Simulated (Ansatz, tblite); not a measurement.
# Si17H24 off sphere (Si17H25): a ladder of methods and basis sets, part 2 of 2

How do method and basis change the picture of Si17H24 off sphere (Si17H25) (doublet)?

Ansatz 0.2.0, Gaussian basis; as each input shows.

### 14 PBE0-D4/def2-SVP

Contents of in.yaml:

```yaml
crystal:
  periodic: [false, false, false]
  atoms:
    - {symbol: Si, position_ang: [-1.822574, -2.792314, 2.915067]}
    - {symbol: Si, position_ang: [1.287573, -2.980741, -0.086811]}
    - {symbol: Si, position_ang: [-1.673828, 2.515337, -2.652011]}
    - {symbol: Si, position_ang: [1.111491, -0.211703, -2.704321]}
    - {symbol: Si, position_ang: [-1.435879, -0.149659, -0.046549]}
    - {symbol: Si, position_ang: [1.143828, -0.277751, 2.791844]}
    - {symbol: Si, position_ang: [1.103975, 2.550038, 0.094525]}
    - {symbol: Si, position_ang: [3.820806, -0.171176, 0.066327]}
    - {symbol: Si, position_ang: [-2.930657, -1.428203, 1.345799]}
    - {symbol: Si, position_ang: [-3.001972, 1.116960, -1.303206]}
    - {symbol: Si, position_ang: [-0.178470, -1.659546, -1.367411]}
    - {symbol: Si, position_ang: [-0.278527, -1.538907, 4.177772]}
    - {symbol: Si, position_ang: [2.494188, -1.599990, 1.389070]}
    - {symbol: Si, position_ang: [-0.294751, 1.161381, -4.010094]}
    - {symbol: Si, position_ang: [-0.319134, 3.859858, -1.258451]}
    - {symbol: Si, position_ang: [2.423537, 1.157097, -1.288418]}
    - {symbol: Si, position_ang: [-0.185121, 1.159962, 1.489341]}
    - {symbol: H, position_ang: [-2.835742, -3.417132, 3.844537]}
    - {symbol: H, position_ang: [-1.108741, -3.903390, 2.192453]}
    - {symbol: H, position_ang: [2.277507, -3.615387, -1.034985]}
    - {symbol: H, position_ang: [0.563406, -4.081765, 0.643504]}
    - {symbol: H, position_ang: [-2.508053, 3.416733, -3.538307]}
    - {symbol: H, position_ang: [2.046765, -0.990220, -3.607842]}
    - {symbol: H, position_ang: [2.063005, 0.560793, 3.651681]}
    - {symbol: H, position_ang: [2.024766, 3.445444, 0.898308]}
    - {symbol: H, position_ang: [4.743951, -1.000184, -0.793426]}
    - {symbol: H, position_ang: [4.661709, 0.711893, 0.955649]}
    - {symbol: H, position_ang: [-3.820564, -2.249940, 0.444538]}
    - {symbol: H, position_ang: [-3.793353, -0.425007, 2.072195]}
    - {symbol: H, position_ang: [-3.877231, 0.187234, -2.107283]}
    - {symbol: H, position_ang: [-3.884211, 1.889644, -0.352882]}
    - {symbol: H, position_ang: [-1.121024, -2.512642, -2.184938]}
    - {symbol: H, position_ang: [0.517254, -2.451364, 5.078062]}
    - {symbol: H, position_ang: [-1.057427, -0.583240, 5.048494]}
    - {symbol: H, position_ang: [3.383519, -2.462545, 2.255383]}
    - {symbol: H, position_ang: [-1.150632, 0.306890, -4.913841]}
    - {symbol: H, position_ang: [0.555635, 2.049915, -4.886276]}
    - {symbol: H, position_ang: [0.523404, 4.764700, -2.126034]}
    - {symbol: H, position_ang: [-1.190669, 4.736112, -0.391238]}
    - {symbol: H, position_ang: [3.282552, 2.042748, -2.164243]}
    - {symbol: H, position_ang: [-1.150017, 1.925586, 2.366874]}
    - {symbol: H, position_ang: [-0.335695, 0.925779, -1.056055]}
basis:
  gaussian: {orbitals: def2-SVP, fitting: {mean_field: def2-universal-jkfit}, initial_orbitals: start.molden}
magnetization: {spin_polarized: true, initial_magnetization: 1}
hamiltonian: {xc: pbe0, dispersion: d4}
scf: {omitted_lower_state_checks: [starts]}
output: {orbitals: {seedname: orbitals}}
```

Launch:

```bash
$ ansatz run in.yaml --threads 2 --pin off --events-out ev --progress --plain --max-ram 32768MiB --backend cuda --devices 0, --max-vram 18GiB
```

What it wrote:

```text
Functional definition: PBE0
  name "PBE0"
  cite "Adamo & Barone, J. Chem. Phys. 110, 6158 (1999) doi:10.1063/1.478522"
  cite "Perdew, Burke & Ernzerhof, Phys. Rev. Lett. 77, 3865 (1996) doi:10.1103/PhysRevLett.77.3865"
  parent pbe
  parameter a = 0.25
  parameter kappa = 0.804
  parameter beta = 0.06672455060314922
  exchange = (1 - a)*pbe_x(kappa = kappa, mu = beta*pi^2/3) + a*exact_x
  correlation = pbe_c(beta = beta)
these checks for a lower state are left out or cut short: starts
2626 factors; integrals over basis functions are off by at most 3.3e-1 eV
mean field evaluation 1: about -134230.9764 eV, gradient 5.5e0 eV
mean field evaluation 2: about -134231.2141 eV, gradient 1.9e-1 eV
mean field evaluation 4: about -134231.2034 eV, gradient 8.5e-4 eV
mean field -134231.20336767 eV, -4932.9057385842 hartree, gradient 1.4e-5 eV, S^2 0.758423; 0 other end points of the search recorded, 0 dependent functions left out
reference -134231.20342665 eV, -4932.9057407517 hartree; 132, 131 occupied and 299, 300 virtual orbitals, 2626 factors
Total energy: -134233.79504882 eV, -4933.0009811101 hartree
Checks for a lower state left out: starts
```

Wall time 6 s (1 × H100 (card shared with other runs) with 2 threads of AMD EPYC 7R13, shared host); peak host memory 1 GiB.

Report: HOMO -6.17 eV, LUMO -3.77 eV (over both spins); ⟨S²⟩ 0.758 (pure: 0.75).

### 15 HF/STO-3G

Changes to in.yaml since step 14:

```diff
@@ -46,5 +46,5 @@
 basis:
-  gaussian: {orbitals: def2-SVP, fitting: {mean_field: def2-universal-jkfit}, initial_orbitals: start.molden}
+  gaussian: {orbitals: STO-3G}
 magnetization: {spin_polarized: true, initial_magnetization: 1}
-hamiltonian: {xc: pbe0, dispersion: d4}
+hamiltonian: {xc: hf}
 scf: {omitted_lower_state_checks: [starts]}
```

Launched as before.

What it wrote:

```text
Functional definition: HF
  name "HF"
  cite "Fock, Z. Phys. 61, 126 (1930) doi:10.1007/BF01340294"
  parent pbe
  exchange = exact_x
  correlation = 0
these checks for a lower state are left out or cut short: starts
2006 factors; integrals over basis functions are off by at most 3.6e-5 eV
mean field evaluation 1: about -132515.8939 eV, gradient 2.0e1 eV
mean field evaluation 2: about -132516.2135 eV, gradient 2.0e1 eV
mean field evaluation 4: about -132521.0897 eV, gradient 2.7e0 eV
mean field evaluation 8: about -132521.2775 eV, gradient 2.2e-3 eV
mean field -132521.27299594 eV, -4870.0669564557 hartree, gradient 5.7e-5 eV, S^2 0.781873; 0 other end points of the search recorded, 0 dependent functions left out
reference -132521.27299594 eV, -4870.0669564557 hartree; 132, 131 occupied and 46, 47 virtual orbitals, 2006 factors
Total energy: -132521.27299594 eV, -4870.0669564557 hartree
Checks for a lower state left out: starts
```

Run time: 2.8 s. Hardware: 1 × H100 (card shared with other runs) with 2 threads of AMD EPYC 7R13, shared host; peak host memory 0.82 GiB.

Report: HOMO -5.41 eV, LUMO 4.96 eV (over both spins); ⟨S²⟩ 0.782 (pure: 0.75).

### 16 MP2/def2-SVP

Changes to in.yaml since step 15:

```diff
@@ -46,5 +46,5 @@
 basis:
-  gaussian: {orbitals: STO-3G}
+  gaussian: {orbitals: def2-SVP, initial_orbitals: start.molden}
 magnetization: {spin_polarized: true, initial_magnetization: 1}
-hamiltonian: {xc: hf}
+correlation: {method: mp2}
 scf: {omitted_lower_state_checks: [starts]}
```

Launched as before.

What it wrote:

```text
Functional definition: HF
  name "HF"
  cite "Fock, Z. Phys. 61, 126 (1930) doi:10.1007/BF01340294"
  parent pbe
  exchange = exact_x
  correlation = 0
these checks for a lower state are left out or cut short: starts
4145 factors; integrals over basis functions are off by at most 1.2e-3 eV
mean field evaluation 1: about -134009.0339 eV, gradient 2.6e1 eV
mean field evaluation 2: about -134011.9509 eV, gradient 2.3e0 eV
mean field evaluation 4: about -134012.0581 eV, gradient 4.0e-4 eV
mean field -134012.06316264 eV, -4924.8524845880 hartree, gradient 3.9e-6 eV, S^2 0.781383; 0 other end points of the search recorded, 0 dependent functions left out
85 core orbitals not correlated: weight in the atoms' cores, before any rotation towards them, 1.000 or more for the frozen orbitals, at most 0.000 for the correlated occupied ones
reference -134012.06316264 eV, -4924.8524845880 hartree; 47, 46 occupied and 299, 300 virtual orbitals, 4145 factors
second order -45.68655605 eV of doubles, -0.00000000 eV of singles
Total energy: -134057.74971869 eV, -4926.5314345555 hartree
Checks for a lower state left out: starts
```

Run time: 6.5 s. Hardware: 1 × H100 (card shared with other runs) with 2 threads of AMD EPYC 7R13, shared host; peak host memory 1 GiB.

Report: Hartree-Fock HOMO -8.72 eV, LUMO -0.58 eV (over both spins); ⟨S²⟩ 0.781 (pure: 0.75).

### 17 RPA/def2-SVP

Changes to in.yaml since step 16:

```diff
@@ -48,4 +48,4 @@
 magnetization: {spin_polarized: true, initial_magnetization: 1}
-correlation: {method: mp2}
+hamiltonian: {xc: pbe}
+correlation: {method: rpa}
 scf: {omitted_lower_state_checks: [starts]}
-output: {orbitals: {seedname: orbitals}}
```

Launched as before.

What it wrote (excerpt; [...] marks lines left out):

```text
Functional definition: PBE
  name "PBE"
  cite "Perdew, Burke & Ernzerhof, Phys. Rev. Lett. 77, 3865 (1996) doi:10.1103/PhysRevLett.77.3865"
  parent pbe
[...]
4145 factors; integrals over basis functions are off by at most 1.2e-3 eV
[...]
mean field -134217.21924399 eV, -4932.3918315179 hartree, gradient 1.5e-6 eV, S^2 0.753795; 0 other end points of the search recorded, 0 dependent functions left out
85 core orbitals not correlated: weight in the atoms' cores, before any rotation towards them, 1.000 or more for the frozen orbitals, at most 0.000 for the correlated occupied ones
reference -134006.38637081 eV, -4924.6438663362 hartree; 47, 46 occupied and 299, 300 virtual orbitals, 4145 factors
Total energy: -134093.29510457 eV, -4927.8377033931 hartree
Checks for a lower state left out: starts
```

It took 8 s on 1 × H100 (card shared with other runs) with 2 threads of AMD EPYC 7R13, shared host; peak host memory 2.6 GiB.

From the report: ⟨S²⟩ 0.754 (pure: 0.75).

### 18 Levels side by side

| level | functions | HOMO (eV) | LUMO (eV) | gap (eV) | ⟨S²⟩ | time |
| --- | --- | --- | --- | --- | --- | --- |
| HF/STO-3G | 178 | -5.41 | 4.96 | 10.37 | 0.782 | 2.8 s |
| HF/def2-TZVP | 779 | -8.61 | -0.49 | 8.13 | 0.785 | 7.5 s |
| PBE-D4/def2-SVP | 431 | -5.15 | -4.36 | 0.78 | 0.754 | 7 s |
| PBE-D4/def2-TZVP | 779 | -5.15 | -4.39 | 0.76 | 0.754 | 9.5 s |
| revPBE-D4/def2-TZVP | 779 | -5.12 | -4.35 | 0.78 | 0.754 | 8.5 s |
| r2SCAN-D4/def2-TZVP | 779 | -5.46 | -4.19 | 1.27 | 0.761 | 14 s |
| r2SCANh-D4/def2-TZVP | 779 | -5.82 | -3.94 | 1.88 | 0.763 | 14 s |
| PBE0-D4/def2-SVP | 431 | -6.17 | -3.77 | 2.40 | 0.758 | 6 s |
| PBE0-D4/def2-TZVP | 779 | -6.11 | -3.75 | 2.36 | 0.759 | 9 s |
| LC-ωPBE(0.10)/def2-SVP | 431 | -6.52 | -3.07 | 3.45 | 0.755 | 8 s |
| LC-ωPBE(0.15)/def2-SVP | 431 | -7.03 | -2.69 | 4.34 | 0.756 | 6.5 s |
| LC-ωPBE(0.20)/def2-SVP | 431 | -7.43 | -2.42 | 5.01 | 0.759 | 7 s |
| LC-ωPBE(0.30)/def2-SVP | 431 | -8.05 | -2.11 | 5.94 | 0.764 | 8 s |

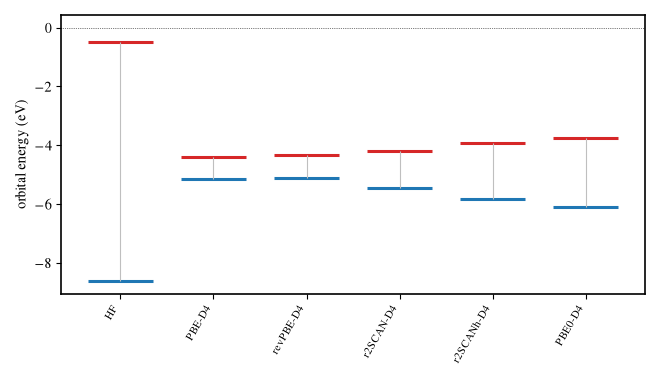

Highest filled (blue) and lowest empty (red) level in def2-TZVP, over both spins.

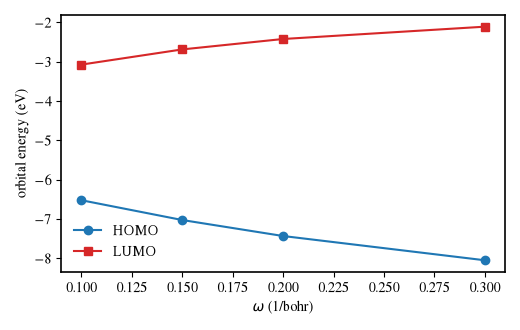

Frontier levels against the ω (1/bohr), in def2-SVP.

Energy pieces by basis (eV):

| basis | HF | MP2 correlation | total |
| --- | --- | --- | --- |
| def2-SVP | -134012.0632 | -45.6866 | -134057.7497 (MP2) |

### 19 Binding energy

Free atoms were run apart at each level; binding is atoms less cluster, divided by the number of atoms, without zero-point or spin-orbit terms.

| level | binding an atom (eV) |
| --- | --- |
| HF/STO-3G | 3.548 |
| HF/def2-SVP | 2.311 |
| HF/def2-TZVP | 2.327 |
| PBE-D4/def2-SVP | 3.188 |
| PBE-D4/def2-TZVP | 3.187 |
| revPBE-D4/def2-TZVP | 3.153 |
| r2SCAN-D4/def2-TZVP | 3.201 |
| r2SCANh-D4/def2-TZVP | 3.193 |
| PBE0-D4/def2-SVP | 3.182 |
| PBE0-D4/def2-TZVP | 3.185 |
| MP2/def2-SVP | 2.920 |

### 20 Outcome

This closing draws on all 2 parts.

| quantity | value |
| --- | --- |
| gap in def2-TZVP, named functionals and Hartree-Fock, smallest and largest | 0.76 eV (PBE-D4), 8.13 eV (HF) |
| gap over the ω (1/bohr) | 3.45 eV at 0.1, 5.94 eV at 0.3 |
| correlation energy, MP2/def2-SVP | -45.69 eV |
| binding an atom, functionals in def2-TZVP | 3.15 (revPBE-D4) to 3.20 eV (r2SCAN-D4) |
| ⟨S²⟩ in def2-TZVP, named functionals and Hartree-Fock, smallest and largest | 0.754, 0.785 |
| PBE0 total energy, smallest basis above largest | 45.77 eV (def2-SVP, def2-TZVP) |

**Reading.** Over the named functionals and Hartree-Fock in def2-TZVP the gap runs from 0.76 eV (PBE-D4) to 8.13 eV (HF); exact exchange widens it. Raising the ω (1/bohr) from 0.1 to 0.3 moves the HOMO by -1.53 eV and the LUMO by +0.96 eV. Over the named functionals and Hartree-Fock in def2-TZVP spin contamination reaches 0.03 (HF), which is small.

The slowest run with a step of its own, r2SCAN-D4/def2-TZVP, took 14 s; the quickest functional in def2-TZVP took 8.5 s (shared host).
